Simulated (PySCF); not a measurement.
**C₂HBrFO, charge +1, SMILES `[O+]#CC(F)Br`: what the electrons do**

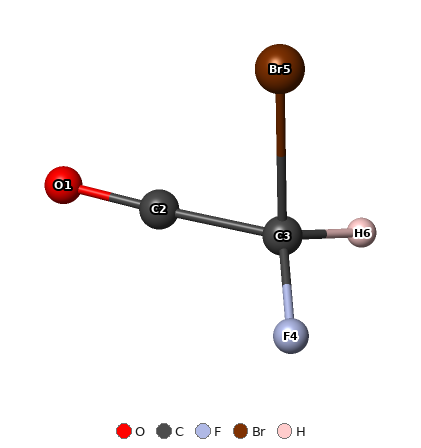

The molecule, with its atoms numbered as below. No frequency check shows the geometry to be a minimum.

Coordinates in Å:

```
O1      -1.9594    1.4125    0.1454
C2      -1.4278    0.4676   -0.1139
C3      -0.6968   -0.7167   -0.4446
F4      -0.9335   -1.7688    0.3091
Br5      1.0718    0.2029    0.0264
H6      -0.6905   -0.9857   -1.5192
```

## 1. Bonding charge

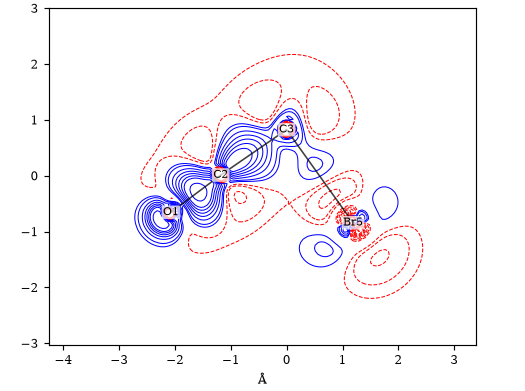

Deformation density (molecule less spherical, spin-averaged free atoms) in the plane of O1, C2, C3 and Br5; contours at ±0.05 to ±0.8 e/Å³; solid blue lines: gain, dashed red lines: loss.

Level of theory: PBE0/def2-SVP (PySCF), at a geometry from GFN2-xTB.

Question: How much density has each bond in this plane gained at its critical point, relative to the free atoms?

Answer: O1–C2: +0.84 e/Å³ at the bond critical point (bond length 1.11 Å, Mayer order 2.6). C2–C3: +0.49 e/Å³ at the bond critical point (bond length 1.43 Å, Mayer order 1.0). C3–Br5: +0.09 e/Å³ at the bond critical point (bond length 2.05 Å, Mayer order 1.0). In all, 1.2 electrons gather in the regions of gain relative to the promolecule of neutral atoms (the regions of loss give up this much and the cation's charge besides). A small or negative value marks a very polar bond, one between electron-rich atoms, whose free-atom densities already overlap strongly, a long bond to a heavier atom, or a closed-shell contact such as a hydrogen bond.

Question: Where do the Hirshfeld charges lie?

Answer: The highest Hirshfeld charge is on C2 (+0.39 e), the lowest on F4 (+0.01 e).

## 2. Local ionisation energy

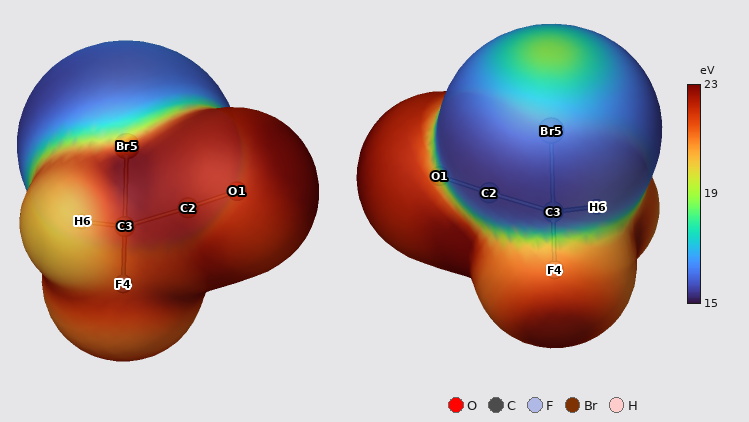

Average local ionisation energy on the surface of electron density 0.001 a.u. (back view left, front view right).

Question: Where are the most loosely bound electrons on this surface?

Answer: The lowest value is 15.5 eV, 2.2 Å from Br5. Further minima include 15.5 eV, 2.2 Å from Br5; 20.1 eV, 1.2 Å from H6; 21.0 eV, 1.6 Å from F4. For comparison, the highest occupied orbital lies at −14.7 eV.

## 3. Excited states

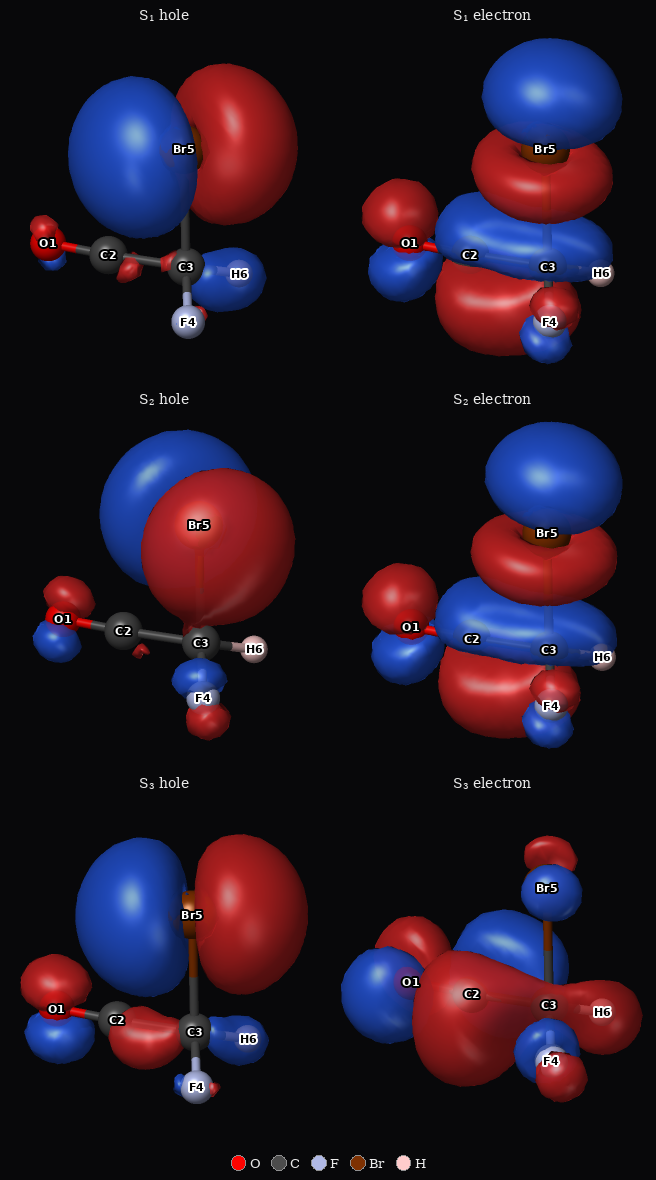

Leading natural transition orbitals (full linear response singlet states).

Computed with PySCF, M06-2X/cc-pVDZ, geometry: GFN2-xTB. Without diffuse functions Rydberg states are missing, so the states' numbers hold for this basis only.

Question: Describe these excited states.

Answer: By state:
- S₁: 4.13 eV (300 nm), f = 0.003; the leading pair carries 100 %; hole on Br5 (91 %), electron on Br5 (44 %), C2 (21 %) and C3 (19 %); their centroids lie 1.1 Å apart.
- S₂: 4.30 eV (288 nm), f = 0.007; the leading pair carries 100 %; hole on Br5 (89 %), electron on Br5 (44 %), C2 (21 %) and C3 (19 %); their centroids lie 1.0 Å apart.
- S₃: 4.75 eV (261 nm), f = 0.001 (very weak), charge transfer, whose energy this functional puts too low; the leading pair carries 100 %; hole on Br5 (86 %) and O1 (6 %), electron on C2 (44 %), O1 (29 %) and C3 (12 %); their centroids lie 2.1 Å apart.

## 4. In an electric field

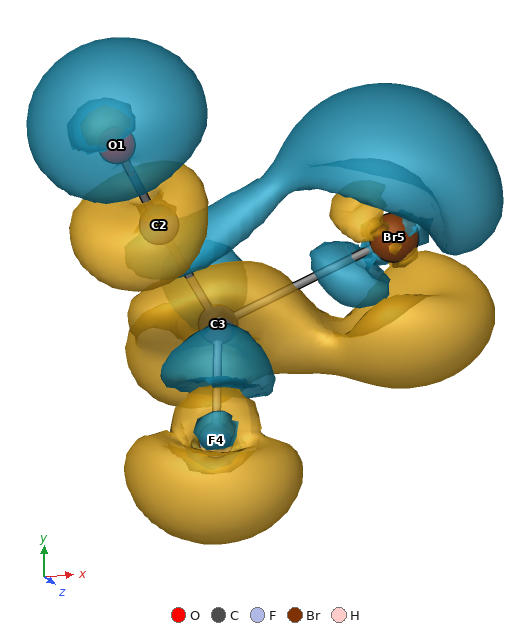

Change of the electron density in a uniform field of 0.41 V/Å, surfaces at ±0.003 e/Å³ (yellow: gain, teal: loss).

Level of theory: B3LYP/def2-TZVP (PySCF), at a geometry from GFN2-xTB. A basis without diffuse functions makes polarisabilities too small.

Question: Along which Cartesian direction does the field point?

Answer: Along +y: electrons gather on the −y side, against the field.

Question: How large is the response?

Answer: The induced dipole is 0.84 D (along the field); α along this axis, from the fields in both directions, is 41 bohr³ (6.1 Å³).

Question: Which atoms gain and lose the most charge?

Answer: Electrons gather most on F4 (Hirshfeld charge changes by −0.020 e) and leave O1 most (+0.025 e); 0.082 electrons are displaced in all.

## 5. Removing or adding an electron

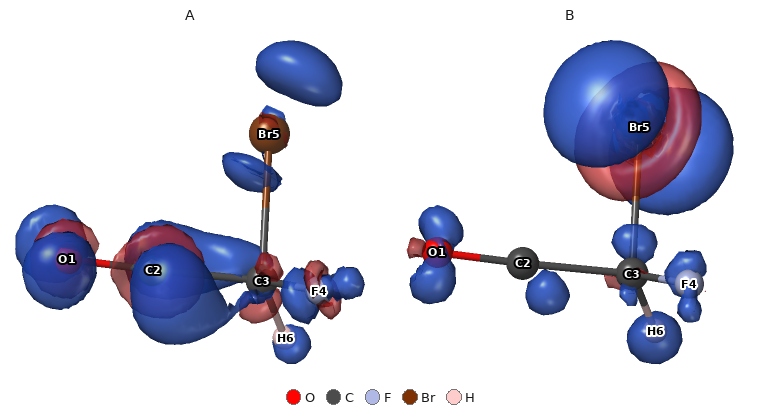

The two Fukui functions at ±0.05 e/Å³ (blue positive, red negative).

Computed with PySCF, PBE/def2-SVPD, geometry: GFN2-xTB.

Question: Which panel is f⁻ (electron removed) and which f⁺ (electron added)?

Answer: A is f⁺, B is f⁻. f⁻ (Hirshfeld-condensed) is largest on Br5 (0.61); the vertical ionisation energy is 17.14 eV (the stability of the dication's solution wasn't checked). f⁺ (Hirshfeld-condensed) is largest on Br5 (0.34), C2 (0.21) and O1 (0.21); the vertical electron affinity is 6.89 eV (the stability of the neutral species's solution wasn't checked).

Question: What chemical potential and hardness follow from the two energies?

Answer: μ = −(I + A)/2 = −12.02 eV and η = I − A = 10.25 eV.
